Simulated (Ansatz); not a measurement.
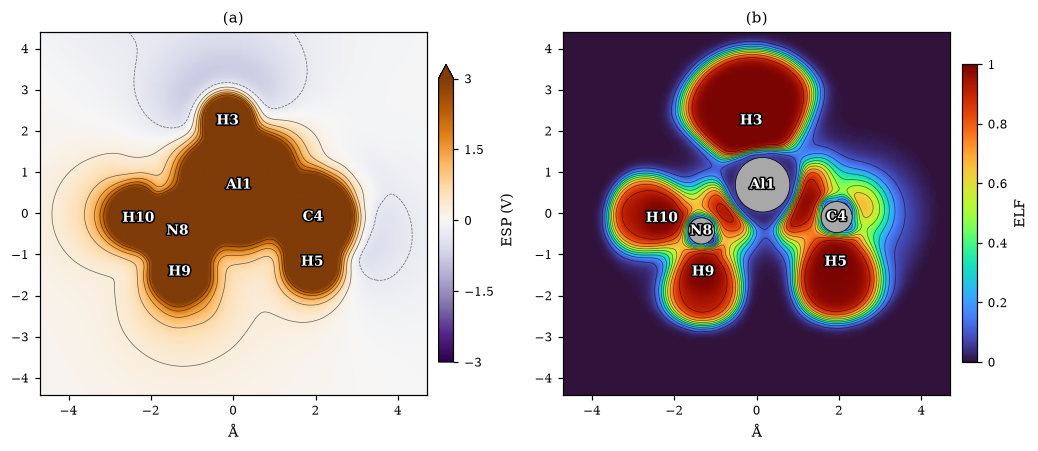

*CH6AlN···H2. (a) electrostatic potential; (b) electron localisation function on the plane of atoms H3, Al1 and N8. Grey discs cover the atomic cores in the ELF map.*

Not at a stationary point (largest force 1.7 eV/Å).

All numbers below come from RHF/def2-SVP (Ansatz).

| atom | x (Å) | y (Å) | z (Å) |
| --- | --- | --- | --- |
| Al | 0.0414 | -0.5936 | -0.3480 |
| H | -0.1784 | 0.1031 | 2.3163 |
| H | 1.3570 | 0.2615 | -0.5069 |
| C | -1.7011 | -0.0469 | -1.0689 |
| H | -2.4959 | -0.7588 | -0.8294 |
| H | -2.0036 | 0.9311 | -0.6793 |
| H | -1.6638 | 0.0517 | -2.1591 |
| N | 0.1878 | -2.2126 | 0.5592 |
| H | -0.5499 | -2.8874 | 0.6301 |
| H | 1.0506 | -2.6144 | 0.8782 |
| H | -0.1118 | -0.5798 | 2.1148 |

**Read the bonding off the picture.**

- Atoms in the plane: Al, H, C and N.
- Al–N (1.86 Å): the ELF peaks at about 0.95 between the atoms: a shared but strongly polarised pair.
- C–Al (1.96 Å): the ELF peaks at about 1 between the atoms (a polar covalent bond).
- N–H (1.00 Å): the ELF climbs to about 1 towards the hydrogen, as it does in any bond to H; a covalent bond by its length.
- C–H (1.09 Å): the ELF climbs to about 1 towards the hydrogen; an ordinary covalent bond to hydrogen.
- Al–H (1.58 Å): the ELF climbs to about 1 towards the hydrogen.
- Outside the dense part of the complex the potential is most negative (−0.8 V) near H3.
